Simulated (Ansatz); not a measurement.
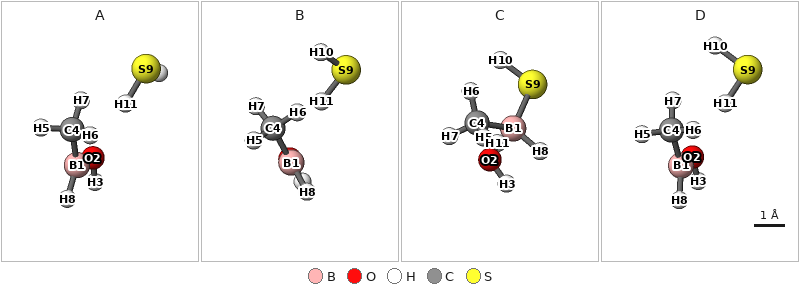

4 geometries from a converged minimum-energy path of CH7BOS, shuffled. Style: ball-and-stick. Shown from a free direction.

Method: RKS B3LYP-D4/6-31G* in Ansatz 0.2.0. Settings: 5 movable images; climbing image; force threshold 0.03 eV/Å; iteration limit 60; starting path through a guess of the saddle point.

Which of them lies highest in energy?

Answer. C. In order along the path, whose images run from 0 to 6: A (image 1, +0.4 kcal/mol), D (image 2, +0.2 kcal/mol), B (image 3, +0.5 kcal/mol), C (image 5, +14.7 kcal/mol). Breaking: B1–O2 (1.37 → 1.91 at the top → 1.84 Å), S9–H11 (1.35 → 2.57 at the top → 2.54 Å). Forming: B1–S9 (4.35 → 1.88 at the top → 1.89 Å), O2–H11 (2.13 → 0.98 at the top → 0.98 Å).

Cost: 8.3 min on 1 thread of Arm Neoverse V2, with other jobs on the host, peak memory 0.16 GiB.
